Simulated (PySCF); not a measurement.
Molecule: CH₂O₂, SMILES O=CO.

Simulated rotational absorption lines between 75 and 110 GHz at 40 K: rigid rotor with the equilibrium constants and dipole of one optimised conformer (PBE0-D3(BJ)/def2-SVP, PySCF 2.14.0), commonest isotopes; no centrifugal distortion, hyperfine structure, internal rotation or nuclear-spin weights; lines within 1 MHz of each other are summed. Lines of different type are drawn apart.

Q: What are the rotational constants, and what kind of rotor is it?

A: Rotational constants A, B, C = 77.88, 12.22, 10.56 GHz; Ray's κ = −0.95, a near-prolate asymmetric top.

Q: Assign the strongest lines, as J(Ka,Kc).

A:
```csv
GHz,upper,lower,type,relative intensity
109.65,"5(1,5)","4(1,4)",a,1.00
90.83,"4(0,4)","3(0,3)",a,0.69
94.40,"4(1,3)","3(1,2)",a,0.64
87.77,"4(1,4)","3(1,3)",a,0.56
91.43,"4(2,2)","3(2,1)",a,0.38
91.12,"4(2,3)","3(2,2)",a,0.38
```

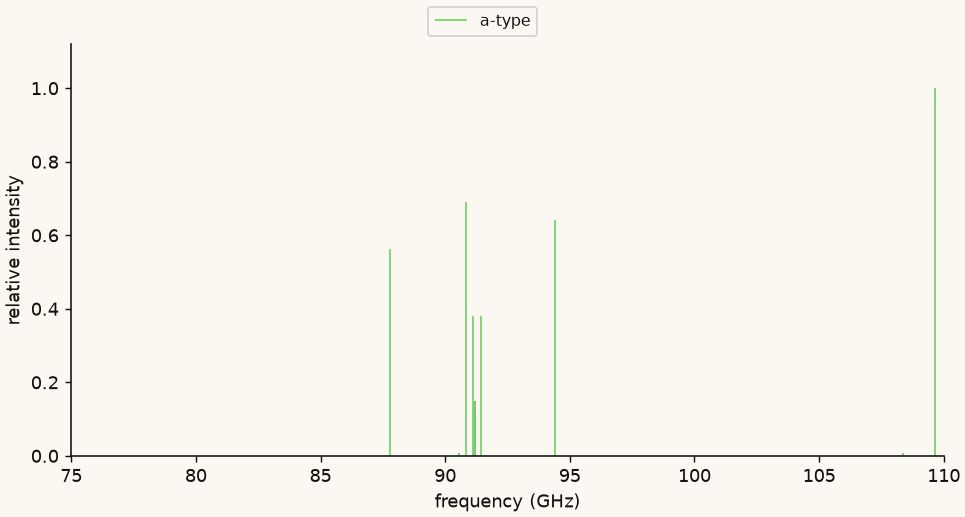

Known limits of this run: coarse grid, loose stop and no frequency check, small forces are noise and the end may be a saddle.
